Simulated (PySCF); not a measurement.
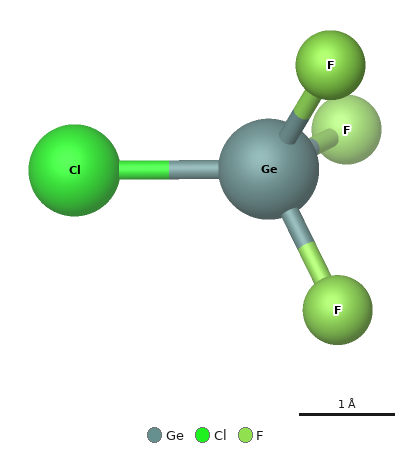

This is the input geometry for a relaxation of GeClF$_{3}$. The picture is a ball-and-stick view, seen face on.

The start comes from GFN2-xTB.

Theory: PBE0-D3(BJ)/def2-SVP geometry optimisation, gas phase (PySCF).

```xyz
5

Ge   -0.0018   -0.0023    0.0309
Cl    0.0166   -0.0167    2.0780
F     1.5375    0.0112   -0.7090
F    -0.7793    1.3397   -0.6857
F    -0.7730   -1.3319   -0.7143
```

Where does the relaxation end?

Answer. Over 3 geometry steps the energy falls by 10.0 kJ/mol. The largest force component goes from 2.1 to 0.013 eV/Å. The largest move after the best rigid fit is that of Ge1, 0.080 Å. By element the largest moves are Ge 0.080 Å, F 0.063 Å, Cl 0.031 Å. Among the contacts that change: Ge1–Cl2 2.047 → 2.097 Å. Bond angles that change, for instance: F3–Ge1–F4 102.8° → 107.6°, Cl2–Ge1–F5 115.8° → 111.1°, Cl2–Ge1–F3 115.2° → 111.4°.

Final geometry:

```xyz
5

Ge    0.0001    0.0003   -0.0494
Cl    0.0095   -0.0186    2.0475
F     1.5839    0.0106   -0.6798
F    -0.8005    1.3817   -0.6462
F    -0.7930   -1.3740   -0.6721
```

The end point in the same view:

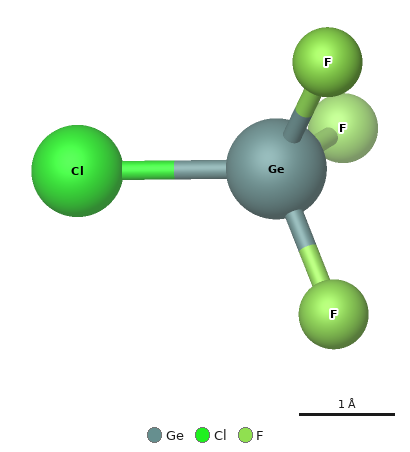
